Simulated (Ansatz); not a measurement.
## Fields on a plane of PtSb2 (space group Pa-3)

```yaml
crystal:
  lattice:
    - [6.55329, 0.00000, 0.00000]
    - [0.00000, 6.55329, 0.00000]
    - [0.00000, 0.00000, 6.55329]
  atoms:
    - { symbol: Sb, position: [0.37490, 0.12510, 0.87490] }
    - { symbol: Sb, position: [0.62510, 0.87490, 0.12510] }
    - { symbol: Sb, position: [0.12510, 0.87490, 0.37490] }
    - { symbol: Sb, position: [0.87490, 0.12510, 0.62510] }
    - { symbol: Sb, position: [0.87490, 0.37490, 0.12510] }
    - { symbol: Sb, position: [0.12510, 0.62510, 0.87490] }
    - { symbol: Sb, position: [0.62510, 0.62510, 0.62510] }
    - { symbol: Sb, position: [0.37490, 0.37490, 0.37490] }
    - { symbol: Pt, position: [0.00000, 0.50000, 0.50000] }
    - { symbol: Pt, position: [0.50000, 0.50000, 0.00000] }
    - { symbol: Pt, position: [0.50000, 0.00000, 0.50000] }
    - { symbol: Pt, position: [0.00000, 0.00000, 0.00000] }
```

The slice is a {100} plane (indices of the conventional cell) through the point (0.625, 0.625, 0.625) (fractional), spanned by u = [100] and v = [010] in vectors of this cell: u (6.55 Å) and v (6.55 Å, at 90° to u). It covers one period; positions are fractions (u, v).

Atoms on it: Sb at (0.25, 0.50); Sb at (0.00, 0.00). Other atoms lie within 1 Å of the plane.

Calculation: PBE (plane waves to 420 eV, PAW, scalar-relativistic; Ansatz, a program for electronic structure). k mesh 6×6×6. These are valence fields of a PAW run, semicore shells included where kept as valence: close to a nucleus they are smooth pseudo fields. At this level the bands of PtSb2 touch or barely overlap; measurements give the solid a gap. PtSb2 is run without spin polarisation. PtSb2 was relaxed with its symmetry unable to fall. Spin-orbit coupling is left out, though Pt and Sb are heavy.

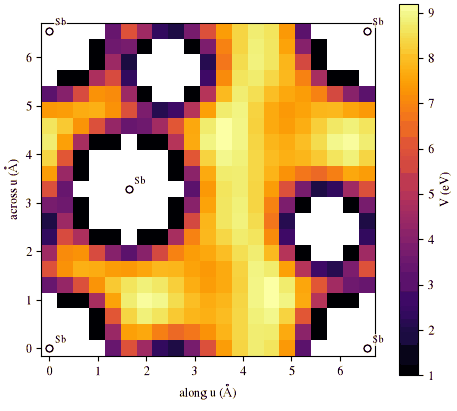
Figure: Electrostatic potential energy of an electron, from the cell's mean, in eV, one period of the plane, atoms marked. Points within 1 Å of a nucleus are left white, as the pseudised field means little there. Values under 1 eV are set to 1. The zero, the cell's mean, hangs on the PAW cores.

```
v \ u  0.00  0.10  0.20  0.30  0.40  0.50  0.60  0.70  0.80  0.90
-----  ----  ----  ----  ----  ----  ----  ----  ----  ----  ----
0.90   0.19  0.35  0.44  0.36  0.37  0.30  0.25  0.10  0.40  0.34
0.75   0.15  0.16  0.35  0.33  0.31  0.30  0.19  0.13  0.17  0.19
0.60   0.24  0.41  0.26  0.25  0.41  0.14  0.06  0.20  0.26  0.21
0.45   0.33  0.40     x     x  0.35  0.17  0.12  0.35  0.28  0.34
0.30   0.30  0.31  0.33  0.39  0.35  0.18  0.16  0.29  0.34  0.37
0.15   0.38  0.40  0.20  0.09  0.15  0.16  0.09  0.10  0.34  0.48
0.00      x  0.18  0.53  0.30  0.30  0.38  0.24  0.06  0.36  0.19
```

Values: electron localisation function (ELF). Points within 0.5 Å of a nucleus are blanked (x), as the pseudised field means little there.
